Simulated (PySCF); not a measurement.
## Electronic structure of C4H10OSi3 in real space

Input

```
{"job": {"kind": "nmr", "xc": "PBE0", "basis": "pcSseg-1"}, "charge": 0, "multiplicity": 1}
O      1.615743     1.848701    -0.313260
C      1.762971     0.641545    -0.255063
Si     3.451032    -0.087430     0.328517
Si     0.245856    -0.480286    -0.704104
C     -0.591857    -0.944367     0.921437
C     -1.835832    -0.521493     1.127222
C     -2.624122     0.287774     0.145477
Si    -1.585157     0.724760    -1.412677
H      3.948694    -0.912831    -0.771509
H      3.152243    -0.919086     1.493903
H      4.370679     0.995651     0.654122
H      0.806479    -1.677325    -1.353386
H     -0.095187    -1.528139     1.684383
H     -2.354483    -0.758361     2.051976
H     -2.984933     1.186708     0.650854
H     -3.523243    -0.274640    -0.119892
H     -1.473473     2.179757    -1.532112
H     -2.294170     0.245378    -2.607544
```

Launched as:

```sh
OMP_NUM_THREADS=1 python probes_run.py task.json out
```

Geometry: GFN2-xTB.

These are results of PySCF, PBE0/pcSseg-1, SCF density, gas phase, non-relativistic, not measurements.

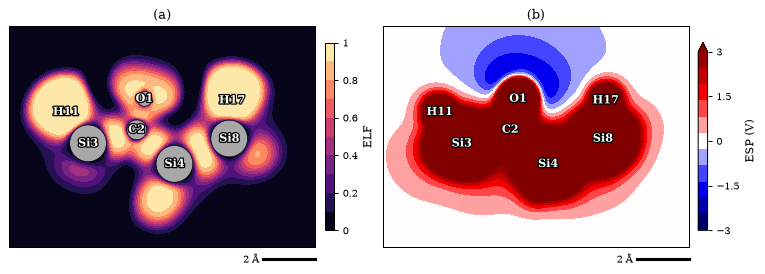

Figure 1. (a) electron localisation function; (b) molecular electrostatic potential on the plane of atoms C2, Si3 and H11. Grey discs cover the atomic cores in the ELF map.

> Interpret the plot.

- The plane passes through O, C, Si and H nuclei.
- C–O (1.22 Å): the ELF peaks at about 0.85 between the atoms (a short, multiple covalent bond).
- Si–Si (2.30 Å): the ELF peaks at about 1 between the atoms (a shared electron pair).
- C–Si (1.93 Å): the ELF peaks at about 1 between the atoms: localised, covalent bonding.
- The ELF also peaks beside O1, away from the bonds: lone-pair regions.
- Outside the dense part of the molecule the potential is most negative (−1.9 V) near O1.

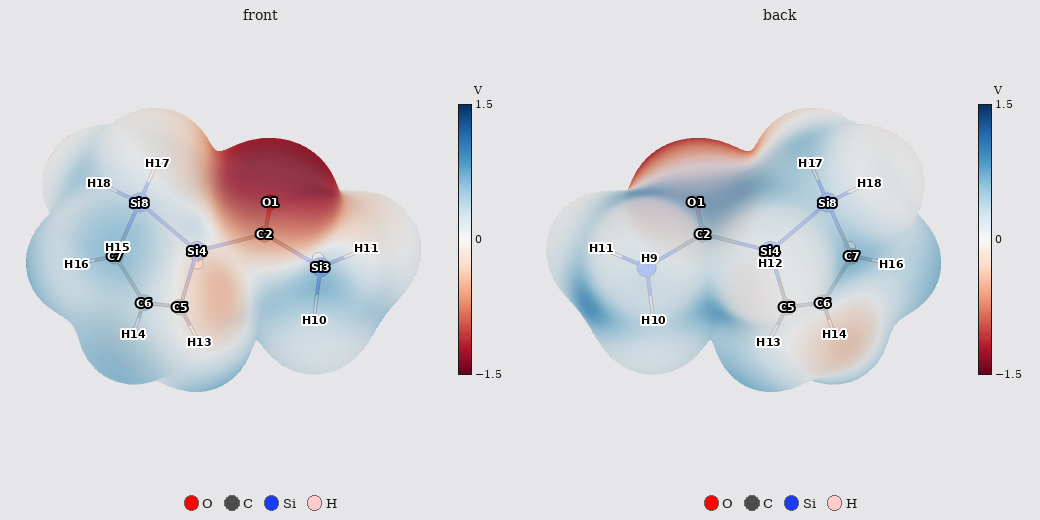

Figure 2. The molecular electrostatic potential painted on the density surface at 0.001 e/bohr³, seen from the front and from behind; red is negative and blue positive.

> Which sites attract a positive test charge, and which a negative one?

A positive charge is drawn to the negative regions and a negative charge to the positive ones. The most negative region (about −1.4 V, or −32 kcal/mol for a unit charge) lies over O1, the most positive (about +0.8 V, or +18 kcal/mol for a unit charge) over Si3 and Si4. O1 is the likeliest acceptor of a hydrogen bond.

> What dipole moment does the calculation give?

Its dipole moment is 1.92 D.
